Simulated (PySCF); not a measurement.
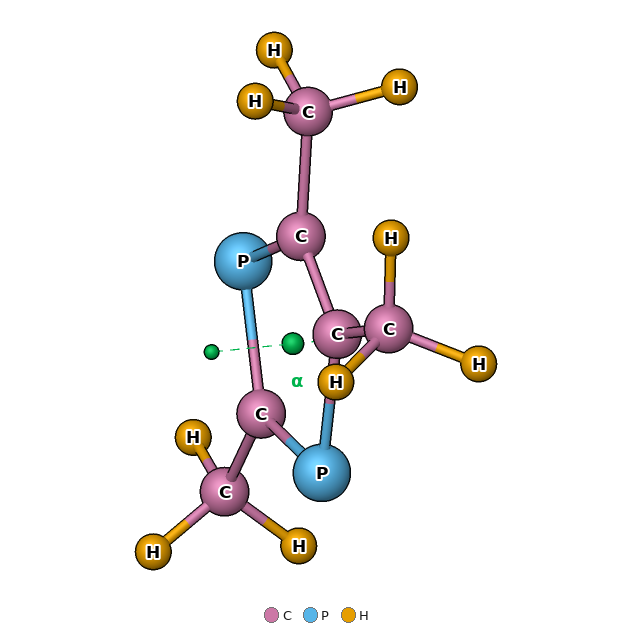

The small points mark where nucleus-independent chemical shifts (NICS) were computed: at the centre of each lettered ring and 1 Å above and below it. State: charge −1, singlet. Computed geometry: GFN2-xTB optimisation. No frequency run is at hand to confirm it as a minimum. Level of theory: GIAO PBE0/pcSseg-1 NMR shielding, non-relativistic, gas phase (PySCF 2.14.0).

Give NICS(0), NICS(1) and the out-of-plane component NICS(1)zz for each ring (means of the two sides).

```
ring  members  NICS(0)  NICS(1)  NICS(1)zz
   α     C3P2     −8.4     −8.9      −21.3
```

Values in ppm.

> What do the values say about the ring currents?

Ring α: diatropic, as in an aromatic ring. NICS is one index among several.

The geometry is semi-empirical. Around P such bond lengths and angles can be off by a tenth of an ångström or more and by several degrees, and values that hang on the shape move with them.
